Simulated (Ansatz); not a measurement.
# Calculations on C2H4Si2

### Relaxation

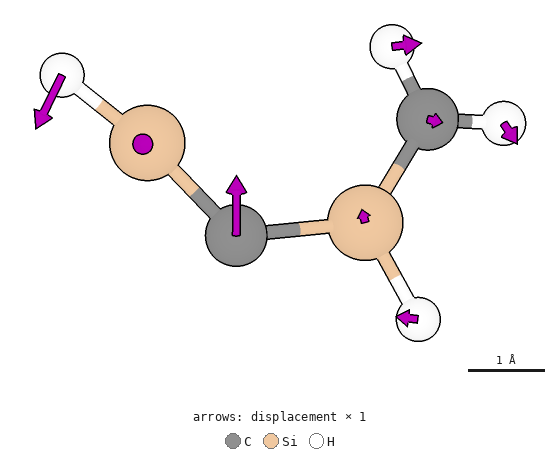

A relaxation of C2H4Si2. The starting structure is drawn; purple arrows show the displacements, at their true length. The two geometries are superimposed by the best rigid fit.

Style: ball-and-stick. Shown at a tilt.

The run prepares an end point of a later path (hydrogen shift) calculation, from a guessed geometry.

Level of theory: Ansatz, UKS PBE-D4/def2-SVP. Set-up: collinear spin; force threshold 0.02 eV/Å; at most 50 steps.

What did the optimiser do to the structure, and how much energy did it gain?

Answer. The energy falls by 15.5 kcal/mol in 16 accepted moves (19 points after the start). The largest force component goes from 1.8 to 0.0083 eV/Å. The line search rejected the trial steps at points 11, 12, 15 of the run. The largest move after the best rigid fit is that of a C atom, 0.85 Å. Largest moves by element: C 0.85 Å, H 0.82 Å, Si 0.65 Å. Near-neighbour distances that change, for instance: C–Si 1.854 → 1.784 Å, H–Si 1.455 → 1.512 Å, H–Si 1.464 → 1.498 Å, C–H 1.076 → 1.102 Å. Bond angles that change, for instance: C–Si–H 171.6° → 119.9°, Si–C–Si 126.9° → 158.3°, C–Si–H 109.5° → 119.4°. Groups turn about C–Si by about 105°. The run took 50 s on 2 threads of Intel(R) Xeon(R) Platinum 8488C (Sapphire Rapids), on a shared host, peak memory 0.2 GiB.

### Relaxation

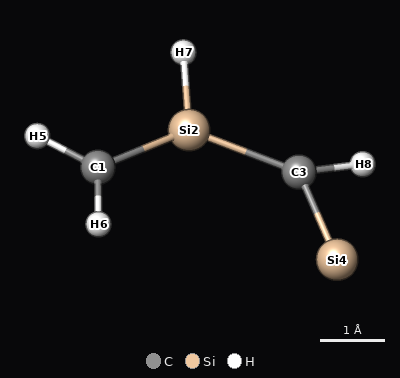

Starting structure of C₂H₄Si₂. Style: ball-and-stick. Shown at a tilt.

The run prepares an end point of a later path (hydrogen shift) calculation, from a guessed geometry.

These are results of Ansatz 0.2.0, UKS PBE-D4/def2-SVP, not measurements.

Input
```yaml
crystal:
  periodic: [false, false, false]
  atoms:
    - { symbol: C, position_ang: [-0.65627, 1.36807, -0.77087] }
    - { symbol: Si, position_ang: [0.81749, 0.56095, -0.25799] }
    - { symbol: C, position_ang: [1.09193, -1.05672, 0.60531] }
    - { symbol: Si, position_ang: [-0.10494, -2.1422, 1.14744] }
    - { symbol: H, position_ang: [-0.66049, 2.31725, -1.27801] }
    - { symbol: H, position_ang: [-1.63115, 0.93847, -0.6111] }
    - { symbol: H, position_ang: [2.10874, 1.20201, -0.51546] }
    - { symbol: H, position_ang: [1.8238, -1.76214, 0.99882] }
magnetization:
  spin_polarized: true
basis:
  gaussian: { orbitals: def2-SVP }
hamiltonian:
  xc: pbe
  dispersion: d4
relax:
  f_tol: 0.02
  max_steps: 50
output:
  orbitals: {}
```

Command:
```bash
ansatz run input.yaml --threads 2 --pin off --max-ram 3072MiB --backend cpu --events-out ev --progress --plain --runs-dir out
```

**Predict the outcome.**

Si4 moves most after the best rigid fit: 1.75 Å. By element the largest moves are Si 1.75 Å, H 1.15 Å, C 0.63 Å. Some distances before and after: C1–Si4 4.038 → 2.019 Å, Si4–H8 1.971 → 2.706 Å, Si2–Si4 3.183 → 2.508 Å, C3–Si4 1.704 → 1.830 Å. New bonds form, among them: C1–Si4 (4.04 → 2.02 Å). Among the angles between lasting bonds that change: Si4–C3–H8 86.8° → 133.3°, Si2–C3–Si4 126.9° → 88.1°, C1–Si2–C3 131.4° → 95.3°. After 24 accepted moves (27 points after the start) the energy has fallen by 1.795 eV. Largest force component: 2 eV/Å at the start, 0.014 eV/Å at the end. The line search rejected the trial steps at points 3, 9, 23 of the run. The forces were under the threshold at step 8, but the run went on from there.

Final geometry:

```xyz
8

C    -0.6295    0.8393   -0.4360
Si    1.1702    0.3984   -0.5173
C     1.0082   -1.1166    0.3978
Si   -0.5334   -0.4442    1.1196
H    -0.9633    1.8800   -0.2581
H    -1.2389    0.3698   -1.2322
H     2.2868    1.4264   -0.4500
H     1.6890   -1.9275    0.6944
```

After the run, drawn alike:

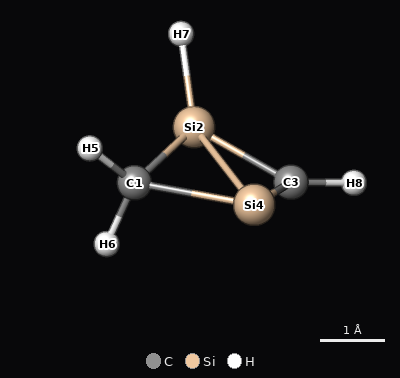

### Path

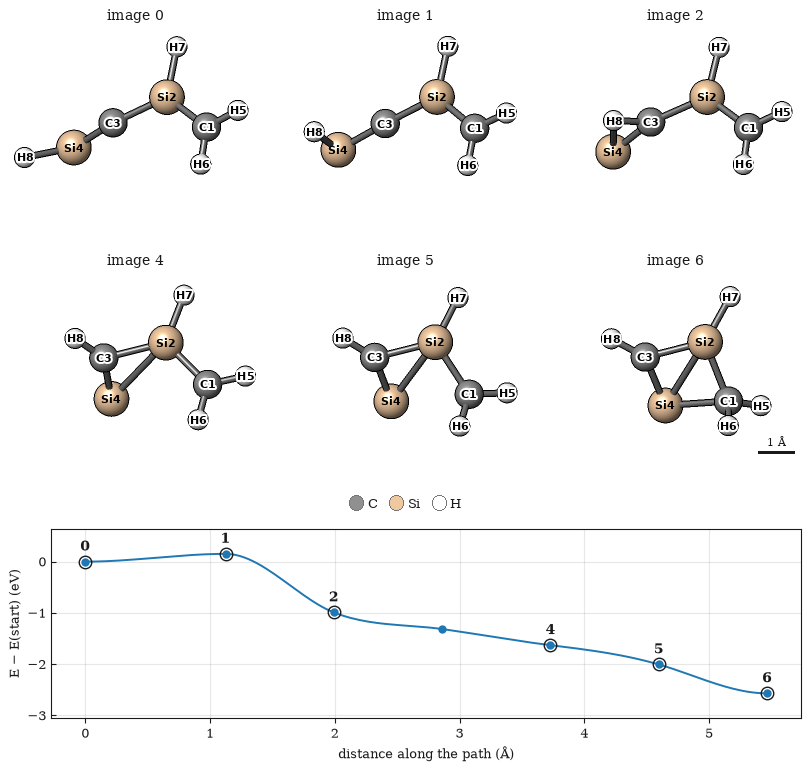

NEB run on C2H4Si2. Images are numbered from 0 (start) to 6 (end). The picture is a ball-and-stick view, seen at a tilt.

Theory: UKS PBE-D4/def2-SVP in Ansatz 0.2.0. Settings: 5 movable images; climbing image; force threshold 0.05 eV/Å; iteration limit 60; starting path through a guess of the saddle point.

Q: Describe the mechanism and the energy profile.

A: The energy climbs by 0.15 eV to image 1 and then falls by 2.72 eV, so the end point sits at −2.57 eV. Breaking: Si4–H8 (1.51 → 1.55 at the top → 2.71 Å). Forming: C1–Si4 (4.62 → 4.65 at the top → 2.02 Å), C3–H8 (2.76 → 2.10 at the top → 1.10 Å). The band converged in 17 iterations, with a climbing image at the top. At the top, the vibrational analysis gives one imaginary mode (512i cm⁻¹), as a transition state must have.

Cost: 2.1 min on 2 threads of Intel(R) Xeon(R) Platinum 8488C (Sapphire Rapids), with other jobs on the host, peak memory 0.21 GiB.
